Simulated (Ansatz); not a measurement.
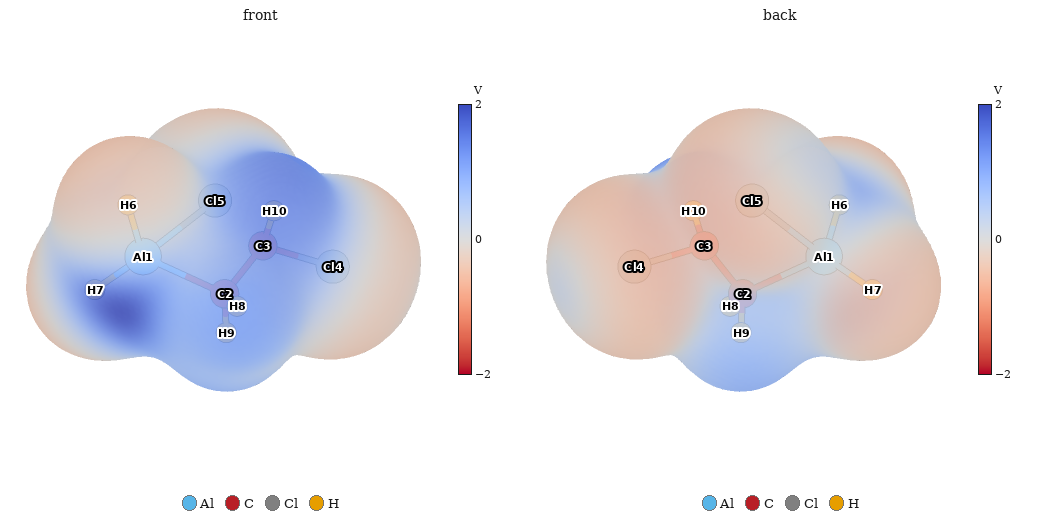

Figure 1: C$_{2}$H$_{5}$AlCl$_{2}$. The molecular electrostatic potential painted on the density surface at 0.001 e/bohr³, seen from the front and from behind; red is negative and blue positive.

The calculation used RKS PBE-D4/6-31G in Ansatz.

Input file:

```
crystal:
  periodic: [false, false, false]
  atoms:
    - { symbol: Al, position_ang: [0.1947, 0.6274, 1.6216] }
    - { symbol: C, position_ang: [-0.044, -0.6794, 0.1334] }
    - { symbol: C, position_ang: [-0.0254, -0.0456, -1.2728] }
    - { symbol: Cl, position_ang: [0.1993, -1.3164, -2.4962] }
    - { symbol: Cl, position_ang: [-1.46, 0.9069, -1.5997] }
    - { symbol: H, position_ang: [0.2976, 2.2375, 1.2533] }
    - { symbol: H, position_ang: [0.1647, 0.1967, 3.1372] }
    - { symbol: H, position_ang: [0.8425, -1.372, 0.2423] }
    - { symbol: H, position_ang: [-0.9885, -1.215, 0.3128] }
    - { symbol: H, position_ang: [0.9021, 0.6089, -1.3289] }
basis:
  gaussian: { orbitals: "6-31G" }
hamiltonian:
  xc: pbe
  dispersion: d4
relax:
  f_tol: 0.015
  max_steps: 40
output:
  orbitals: {}
```

Command:

```sh
ansatz run input.yaml --threads 1 --pin off --max-ram 2048MiB --backend cpu --events-out ev --progress --plain --runs-dir out
```

The fields are those of the relaxed geometry.

Question: Where is the surface potential most negative and most positive?

Answer: The most negative region (about −0.5 V, or −12 kcal/mol for a unit charge) lies over Cl4 and Cl5, the most positive (about +1.8 V, or +42 kcal/mol for a unit charge) over Al1. Cl4 shows a σ-hole: about +0.2 V at the tip opposite its bond, against about −0.3 V, or −7 kcal/mol for a unit charge on its flanks.
